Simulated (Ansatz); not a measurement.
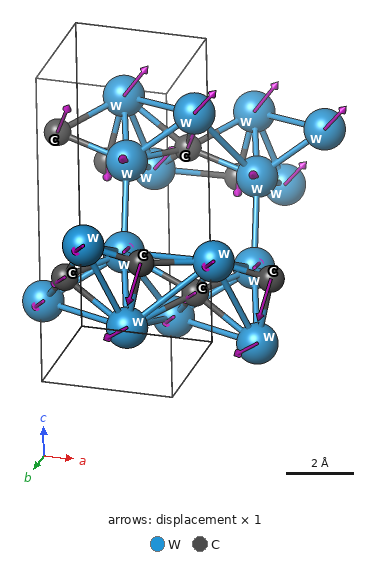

This is a relaxation of solid W$_{3}$C$_{2}$ (a generated structure, set up in P1) (coarse preliminary run). The starting structure is drawn; purple arrows show the displacements (the part carried along by the change of the cell is left out), at their true length.

Style: ball-and-stick. Shown: the cell of the calculation, reduced to other axes, repeated 2 × 1 × 1 with one cell outlined, from a free direction. Lengths and directions refer to the drawn axes.

Theory: DFT PBE, scalar-relativistic, plane waves, PAW (Ansatz).

Input file:
```yaml
crystal:
  lattice:
    - [4.1007757273, -0.0320259656, 0.0161039434]
    - [-0.0320259656, 4.0930556048, 0.0375543462]
    - [0.040516022, 0.0944832381, 10.0534810669]
  atoms:
    - { symbol: W, position: [0.5166686663, 0.5219095644, 0.1197179915] }
    - { symbol: W, position: [0.558439826, 0.510373659, 0.6279715475] }
    - { symbol: W, position: [0.4365379902, 0.50817056, 0.3490306774] }
    - { symbol: W, position: [0.4893672882, 0.5020107047, 0.8892757854] }
    - { symbol: W, position: [-0.0086763333, -0.104801138, 0.2540873364] }
    - { symbol: W, position: [0.0035304581, 0.0247847428, 0.7327408577] }
    - { symbol: C, position: [0.9396204955, 0.5188229937, 0.2574823614] }
    - { symbol: C, position: [1.0282382551, 0.4711900392, 0.7624113497] }
    - { symbol: C, position: [0.5591108672, 0.0194657373, 0.2573691838] }
    - { symbol: C, position: [0.4771624866, 0.0280731369, 0.7499129091] }
basis:
  ecutwfc: 420
kpoints:
  mp_grid: { grid: [6, 6, 2] }
hamiltonian:
  xc: pbe
scf:
  occupations: { method: gaussian, width: 0.2 }
  lower_state_search: "off"
output:
  forces: true
  stress: true
  eigenvalues: true
relax:
  adjacent_minimum: "off"
  f_tol: 0.025
  max_steps: 60
  cell: { stress_tol: 0.25 }
```

Command:
```bash
ansatz run input.yaml --threads 1 --pin off --max-ram 2560MiB --backend cpu --events-out ev --progress --plain --runs-dir out
```

What did the optimiser do to the structure, and how much energy did it gain?

The energy falls by 20.146 eV per cell of the calculation in 23 accepted moves (25 points after the start). The largest force component goes from 22 to 0.016 eV/Å. Pressure: 7.01 GPa at the start and −0.09 GPa at the end. The line search rejected the trial step at point 23 of the run. At 1 point the geometry stayed and the basis and grid were re-selected for the new cell (energy shift of 7.6 meV per cell of the calculation at most each time). C8 moves most relative to the cell: 1.41 Å along [−1 2 −1]. Largest moves by element: C 1.41 Å, W 1.35 Å. The volume changes by −30.6 %, with a 4.093 → 3.014 Å (−26.4 %), b 4.101 → 4.327 Å (+5.5 %), c 10.054 → 9.463 Å (−5.9 %), α 90.5° → 90.0°, β 91.1° → 108.5°, γ 90.9° → 90.0°. Some distances before and after: W2–C7 5.700 → 2.164 Å, W1–C8 5.644 → 2.157 Å, W1–W4 6.289 → 2.989 Å, W2–W3 6.039 → 2.976 Å. New bonds form, among them: W1–C8 (4.13 → 2.16 Å), W1–C8 (5.64 → 2.16 Å), W1–W4 (4.60 → 2.99 Å), W1–W4 (4.82 → 2.98 Å). Bonds break, among them: W1–C7 (2.23 → 3.65 Å), W2–C8 (2.37 → 3.65 Å). Bond angles that change, for instance: W5–C7–W5 167.3° → 88.7°, W6–C8–W6 162.3° → 88.7°, W4–W1–W5 116.0° → 179.6°. Within 0.06 Å the space group is P1 at the start and Immm at the end; at a tighter tolerance small leftover displacements or strains of the cell lower it.
